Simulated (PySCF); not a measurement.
# InCl2O (SMILES [O][In]([Cl])[Cl]) at 6 levels

Aim: a comparison of 6 runs (UHF/STO-3G, UHF/3-21G, UB2PLYP/def2-SVPD, UB3LYP/def2-SVPD, UCAM-B3LYP/def2-SVPD, UPBE0/def2-SVPD) of InCl2O. Input form: a Python script.

Program for the calculation: PySCF 2.14.0.

1 further run of the same task is left out (set aside as unsound or not needed). Runs told in other sessions of the task aren't counted.

**1. The structure to begin with**

InCl2O: 4 atoms, total charge 0, spin state doublet. As SMILES, `[O][In]([Cl])[Cl]`. The shape is that of a PBE0-D4/def2-TZVP optimisation.

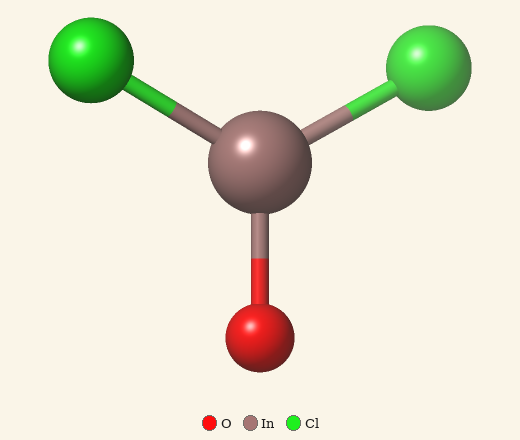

Viewed from a chosen angle; oxygen red, indium brown, chlorine green.

**2. A single-point energy at UHF/STO-3G (run 1)**

File job.py:

```python
from pyscf import gto, scf

system = gto.Mole()
system.atom = [
    ('O', (0.606300, 1.014000, 1.667600)),
    ('In', (0.031700, 0.016000, 0.045400)),
    ('Cl', (0.741600, -2.145000, -0.248200)),
    ('Cl', (-1.324100, 1.054700, -1.485200)),
]
system.basis = 'sto-3g'
system.max_memory = 1860
system.spin = 1
system.verbose = 3
system.build()

mf = scf.UHF(system)
mf.conv_tol = 1e-10
mf.kernel()
if not mf.converged:
    mf = mf.newton().run(mf.mo_coeff, mf.mo_occ)

e_final = mf.e_tot
print('E(%s) = %.9f' % ('HF', e_final))
```

Command:

```
OMP_NUM_THREADS=1 python job.py
```

Log:

```text
<dir> SyntaxWarning: invalid escape sequence '\W'
  S = {(paw_set(r)[0], bool(re.search(r"spin_orbit\W+true|paw_fr", str((r.get("files") or {}).get("input") or "")) or re.search("(?i)spin.orbit\W+(value\W+)?(true|yes)|value\W+spin-orbit", json.dumps(r.get("inputs"), default=str)))) for r in records}

converged SCF energy = -6666.05092220626  <S^2> = 0.77445444  2S+1 = 2.0243067
E(HF) = -6666.050922206
```

It took 1.1 s on 1 thread of Arm Neoverse V1, shared host; peak memory 0.12 GiB.

**3. The energy at UHF/3-21G (run 2)**

File geometry.xyz:

```xyz
4
Cl2InO
O      0.606300     1.014000     1.667600
In     0.031700     0.016000     0.045400
Cl     0.741600    -2.145000    -0.248200
Cl    -1.324100     1.054700    -1.485200
```

File calc.py:

```python
from pyscf import gto

molecule = gto.M(
    atom='geometry.xyz',
    verbose=3,
    max_memory=1860,
    basis='3-21g',
    charge=0,
    spin=1,
)

mf = molecule.UHF()
mf.conv_tol = 1e-10
mf.kernel()
if not mf.converged:
    mf = mf.newton().run(mf.mo_coeff, mf.mo_occ)

e_final = mf.e_tot
print(f'total energy: {e_final:.8f} hartree')
```

Command:

```
OMP_NUM_THREADS=1 python calc.py
```

Log:

```text
<dir> SyntaxWarning: invalid escape sequence '\W'
  S = {(paw_set(r)[0], bool(re.search(r"spin_orbit\W+true|paw_fr", str((r.get("files") or {}).get("input") or "")) or re.search("(?i)spin.orbit\W+(value\W+)?(true|yes)|value\W+spin-orbit", json.dumps(r.get("inputs"), default=str)))) for r in records}

converged SCF energy = -6703.88775926931  <S^2> = 0.76156843  2S+1 = 2.0115352
total energy: -6703.88775927 hartree
```

It took 1.5 s on 1 thread of Arm Neoverse V1, shared host; peak memory 0.13 GiB.

Runs 3 to 4 aren't shown in full; the table further down has their settings and results.

**4. The energy at UCAM-B3LYP/def2-SVPD (core potential) (run 5)**

File input.xyz:

```xyz
4

O      0.606300     1.014000     1.667600
In     0.031700     0.016000     0.045400
Cl     0.741600    -2.145000    -0.248200
Cl    -1.324100     1.054700    -1.485200
```

File calc.py:

```python
from pyscf import gto, dft

system = gto.M(
    atom='input.xyz',
    charge=0,
    ecp={'In': 'def2-svp'},
    max_memory=1860,
    basis='def2-svpd',
    spin=1,
    verbose=4,
)

ks = dft.UKS(system)
ks.xc = 'cam-b3lyp'
ks.grids.level = 5
ks.conv_tol = 1e-10
ks.kernel()
if not ks.converged:
    ks = ks.newton().run(ks.mo_coeff, ks.mo_occ)

energy = ks.e_tot
print('E = %.10f Eh' % energy)
```

Command:

```
OMP_NUM_THREADS=1 python calc.py
```

Log:

```text
<dir> SyntaxWarning: invalid escape sequence '\W'
  S = {(paw_set(r)[0], bool(re.search(r"spin_orbit\W+true|paw_fr", str((r.get("files") or {}).get("input") or "")) or re.search("(?i)spin.orbit\W+(value\W+)?(true|yes)|value\W+spin-orbit", json.dumps(r.get("inputs"), default=str)))) for r in records}

PySCF version 2.14.0

[... 53 lines left out ...]
WARN: HOMO -0.709371886049038 >= LUMO -0.709371886049034
[... 70 lines left out ...]
converged SCF energy = -1185.42891075616  <S^2> = 0.75560811  2S+1 = 2.0056003
E = -1185.4289107562 Eh
```

Wall time 82 s (1 thread of Arm Neoverse V1, shared host); peak memory 0.59 GiB.

**5. The energy at UPBE0/def2-SVPD (core potential) (run 6)**

File job.py:

```python
# [O][In]([Cl])[Cl]
from pyscf import gto, dft

mol = gto.M(
    atom='''
O      1.145741     1.916182     3.151307
In     0.059904     0.030236     0.085794
Cl     1.401421    -4.053463    -0.469030
Cl    -2.502186     1.993094    -2.806621
''',
    verbose=3,
    max_memory=1860,
    spin=1,
    unit='bohr',
    ecp={'In': 'def2-svp'},
    basis='def2-svpd',
    charge=0,
)

myscf = dft.UKS(mol, xc='pbe0')
myscf.grids.level = 5
myscf.conv_tol = 1e-10
myscf.kernel()
if not myscf.converged:
    myscf = myscf.newton().run(myscf.mo_coeff, myscf.mo_occ)

e_final = myscf.e_tot
print('E = %.10f Eh' % e_final)
```

Command:

```
OMP_NUM_THREADS=1 python job.py
```

Log:

```text
<dir> SyntaxWarning: invalid escape sequence '\W'
  S = {(paw_set(r)[0], bool(re.search(r"spin_orbit\W+true|paw_fr", str((r.get("files") or {}).get("input") or "")) or re.search("(?i)spin.orbit\W+(value\W+)?(true|yes)|value\W+spin-orbit", json.dumps(r.get("inputs"), default=str)))) for r in records}

WARN: HOMO -0.679110465061183 >= LUMO -0.679110465061187

converged SCF energy = -1185.06746170389  <S^2> = 0.7560548  2S+1 = 2.0060457
E = -1185.0674617039 Eh
```

It took 53 s on 1 thread of Arm Neoverse V1, shared host; peak memory 0.59 GiB.

**6. All runs side by side**

| run | level | core potential | frozen core orbitals | energy (Eh) | dipole moment (D) | HOMO energy (eV) | LUMO energy (eV) | wall time |
| --- | --- | --- | --- | --- | --- | --- | --- | --- |
| 1 | UHF/STO-3G | – | – | -6666.050922 | 1.71 | -8.71 | 4.77 | 1.1 s |
| 2 | UHF/3-21G | – | – | -6703.887759 | 0.77 | -12.42 | 0.29 | 1.5 s |
| 3 | UB2PLYP/def2-SVPD (core potential) | def2-svp | 15 | -1184.833512 | 0.40 | -10.71 | -2.31 | 82 s |
| 4 | UB3LYP/def2-SVPD (core potential) | def2-svp | – | -1185.539871 | 0.35 | -9.04 | -5.28 | 48 s |
| 5 | UCAM-B3LYP/def2-SVPD (core potential) | def2-svp | – | -1185.428911 | 0.36 | -10.82 | -3.56 | 82 s |
| 6 | UPBE0/def2-SVPD (core potential) | def2-svp | – | -1185.067462 | 0.31 | -9.32 | -4.68 | 53 s |

**7. Results**

```
                                 quantity           value
                      run 6: total energy  -1185.06746 Eh
                     run 6: dipole moment          0.31 D
run 6: HOMO energy (highest over α and β)        -9.32 eV
 run 6: LUMO energy (lowest over α and β)        -4.68 eV
                              run 6: ⟨S²⟩           0.756
```

What this shows: The dipole moment (its size) runs from 0.31 D (UPBE0/def2-SVPD) to 1.71 D (UHF/STO-3G). The two ends differ in method and basis and core potential. The two dipoles point in opposite directions. Totals of different functionals can't be ranked against each other. Some runs of one species differ in core potentials or relativity; totals across that change don't compare. In run 1 the basis is minimal, so the values are rough. In runs 1, 2 relativity is left out where basis or elements ask for it. All runs together took 4.5 min, the longest 82 s.
